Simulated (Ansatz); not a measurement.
## A ladder of methods for C5H6S (3-methylthiophene)

C5H6S has 12 atoms, charge 0, and is taken as a singlet. As SMILES, `Cc1ccsc1`. The shape is that of a PBE0-D4/def2-TZVP optimisation.

Each level gives the atomisation enthalpy at 298 K (kJ/mol). The values are calculated. The thermal term (zero-point and 298 K enthalpy, harmonic and unscaled) is that of HF/6-31G*; the spin-orbit lowering of the free atoms at 298 K, 2.0 kJ/mol by their spectra, is taken off.

Measured value to compare with: CRC Handbook of Chemistry and Physics gives the atomisation enthalpy at 298 K of the gas as 5087 kJ/mol.

```csv
level,kind,program,value (kJ/mol),computed − measured,CPU time (all runs)
SVWN5/cc-pVDZ,LDA,Ansatz,5812,+725,9.4 s
BLYP/cc-pVDZ,GGA,Ansatz,4910,-177,13 s
r2SCAN/cc-pVDZ,meta-GGA,Ansatz,5021,-66,28 s
PBE0/cc-pVDZ,global hybrid,Ansatz,5045,-42,15 s
CAM-B3LYP/cc-pVDZ,range-separated hybrid,Ansatz,4957,-130,17 s
B2PLYP/cc-pVDZ,double hybrid,Ansatz,4868,-219,24 s
MP2/cc-pVDZ,perturbation theory,Ansatz,4775,-312,7.6 s
CCSD(T)/cc-pVDZ,coupled cluster or CI,Ansatz,4642,-445,82 s
```

Nearest: PBE0/cc-pVDZ (-42 kJ/mol); farthest: SVWN5/cc-pVDZ (+725 kJ/mol). Computed less measured by kind, in kJ/mol (of the ab initio rows, those in cc-pVDZ): LDA +725; GGA -177; meta-GGA -66; global hybrid -42; range-separated hybrid -130; double hybrid -219; perturbation theory -312; coupled cluster or CI -445. Wave-function methods converge slowly with the basis and bind too weakly in sets of this size; that is part of their error here. CPU times are rough (shared hosts, several kinds of processor and program).

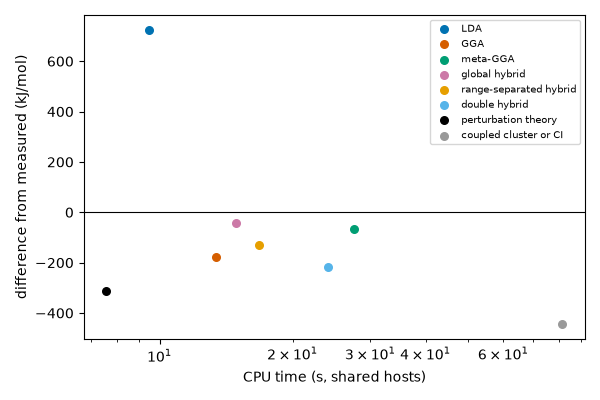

Difference from the measured value against processor time, one point a level.
